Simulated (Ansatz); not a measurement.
Consider CH$_{6}$B$_{2}$Si.

Input

```
crystal:
  periodic: [false, false, false]
  atoms:
    - {symbol: B, position_ang: [0.417331, -0.299461, -0.907441]}
    - {symbol: C, position_ang: [0.923697, -0.694213, 0.516642]}
    - {symbol: B, position_ang: [-0.496998, -0.452492, 0.976659]}
    - {symbol: Si, position_ang: [-0.961473, 1.046811, -0.241273]}
    - {symbol: H, position_ang: [0.830903, -0.748650, -1.932183]}
    - {symbol: H, position_ang: [1.654520, -1.450711, 0.779936]}
    - {symbol: H, position_ang: [1.450127, 0.280949, 0.209897]}
    - {symbol: H, position_ang: [-1.168754, -1.324067, 1.440800]}
    - {symbol: H, position_ang: [-0.285060, 2.338402, 0.047001]}
    - {symbol: H, position_ang: [-2.281093, 1.252331, -0.887037]}
basis:
  gaussian: {orbitals: def2-TZVPP}
hamiltonian: {xc: pbe0, dispersion: d4}
output: {orbitals: {seedname: orbitals}}
```

Command:

```sh
ansatz run in.yaml --threads 2 --pin off --events-out ev --progress --plain --max-ram 4352MiB
```

Geometry: PBE0-D4/def2-TZVP.

Theory: Ansatz, RKS PBE0-D4/def2-TZVPP.

Q: What can the converged electron density and electron localisation function tell about the bonding?

A: C–H (1.08 Å): ρ is about 2 e/Å³ halfway; the ELF climbs to about 1 towards the hydrogen, as it does in any bond to H: an ordinary covalent bond to hydrogen.
C–B (1.56 Å): the density is about 1.3 e/Å³ at the midpoint; the ELF peaks at about 0.90 between the atoms: a shared electron pair.
Si–B (2.04 Å): the density is about 0.72 e/Å³ at the midpoint; the ELF peaks at about 0.95 between the atoms: localised, covalent bonding.
B–H (1.19 Å): ρ at the midpoint is about 1.3 e/Å³; the ELF climbs to about 1 towards the hydrogen: an ordinary covalent bond to hydrogen.

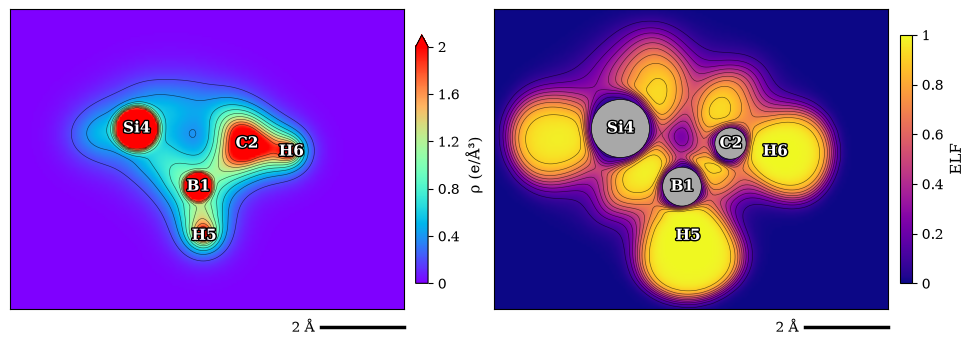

Computed electron density and electron localisation function on the plane of atoms C2, B1 and Si4, in this order. Grey discs cover the atomic cores in the ELF map. 
